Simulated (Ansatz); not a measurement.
YbTi₃

Input file:

```
crystal:
  lattice:
    - [5.4751535766, 0.0, 0.0]
    - [0.0, 5.4751535766, 0.0]
    - [0.0, 0.0, 2.7842846435]
  atoms:
    - { symbol: Yb, position: [0.0, 0.0, 0.5] }
    - { symbol: Ti, position: [0.5, 0.0, 0.5] }
    - { symbol: Ti, position: [0.0, 0.5, 0.5] }
    - { symbol: Ti, position: [0.5, 0.5, 0.5] }
basis:
  ecutwfc: 420
kpoints:
  mp_grid: { grid: [8, 8, 16] }
  band_path:
    path:
      - [[0.0, 0.0, 0.0], [0.0, 0.5, 0.0], [0.5, 0.5, 0.0], [0.0, 0.0, 0.0], [0.0, 0.0, 0.5], [0.0, 0.5, 0.5], [0.5, 0.5, 0.5], [0.0, 0.0, 0.5]]
      - [[0.0, 0.5, 0.0], [0.0, 0.5, 0.5]]
      - [[0.5, 0.5, 0.0], [0.5, 0.5, 0.5]]
    npoints: 14
hamiltonian:
  xc: pbe
scf:
  occupations: { method: gaussian, width: 0.1 }
  n_extra_bands: 10
output:
  forces: true
  stress: true
  eigenvalues: true
  populations: true
  dos: { projected: true, de: 0.02, nscf_kmesh: { grid: [10, 10, 20] } }
  bader: true
  write_density: true
  write_potential: true
  elf: true
  volumetric_format: npy
checkpoint:
  read: start.run
  write: ck
  compress: false
  write_wavefunctions: false
  write_every: 100000
```

Launched as:

```sh
ansatz run input.yaml --threads 1 --pin off --max-ram 2560MiB --backend cpu --events-out ev --progress --plain --runs-dir out
```

Below, planes, directions and counts refer to the conventional cell (a = 5.48 Å, b = 5.48 Å, c = 2.78 Å, α = 90.00°, β = 90.00°, γ = 90.00°).

Space group P4/mmm; a structure generated by program, which may or may not match a known phase; computed without spin polarisation; no Hubbard U on the f states and no spin–orbit coupling.

Method: DFT PBE, scalar-relativistic, plane waves, PAW (Ansatz).

Q: Predict the valence pseudo-density and electron localisation function between the atoms.

A: Yb–Ti (2.74 Å): the density is about 0.23 e/Å³ at the midpoint; the ELF is about 0.15 at the midpoint (no shared electron pair shows on this line).
Yb–Yb (2.78 Å): the density is about 0.19 e/Å³ at the midpoint; the ELF is about 0.05 at the midpoint (no localised pair shows between them).
Ti–Ti (2.78 Å): ρ at the midpoint is about 0.22 e/Å³; the ELF is about 0.30 at the midpoint: no localised pair shows between them.
Bader's partition of the density gives Yb +0.19 and Ti −0.09 to 0.00 e.

Q: Which way does charge flow, and how much by Bader's partition?

A: Electrons move from Yb towards Ti. Bader charges: Yb +0.19 and Ti −0.09 to 0.00 e.

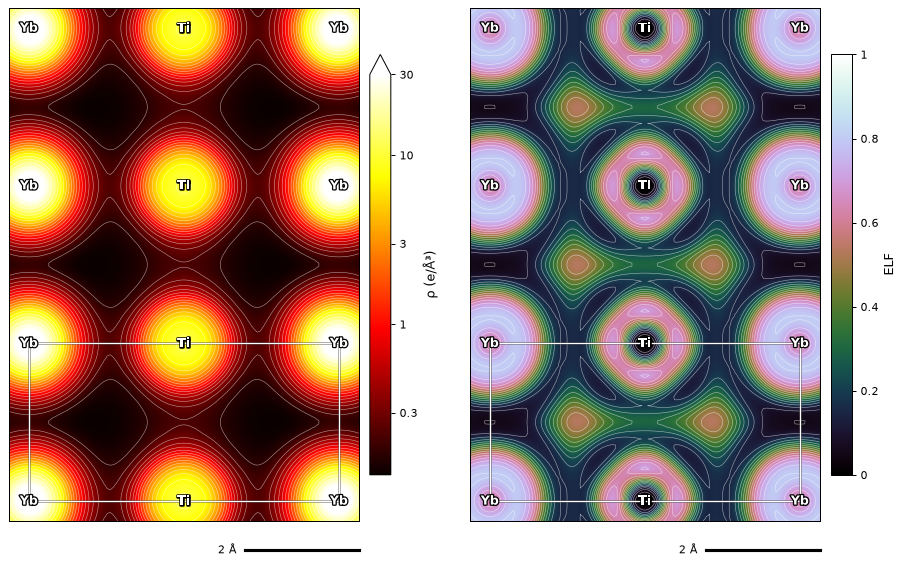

Computed valence pseudo-density and electron localisation function on the (010) plane of the conventional cell, in this order. 

Core electrons are frozen (PAW), and the valence fields are smoothed inside the atomic spheres.
